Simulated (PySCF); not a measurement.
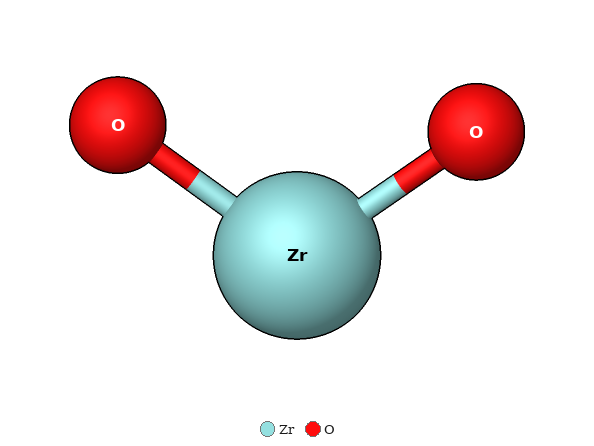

The species is neutral and a spin singlet. The computed structure is the end point of a B3LYP/def2-TZVP with core potentials optimisation.

**Describe the coordination sphere.**

Zr binds 2 atoms: 2 O at 1.78 Å. The arrangement is bent.

**What are the formal oxidation state of the metal and its number of d electrons?**

Zr(IV), d⁰, counting the ligands as closed-shell ions or neutral donors.

The search tried a few shapes and spins; others may lie lower.
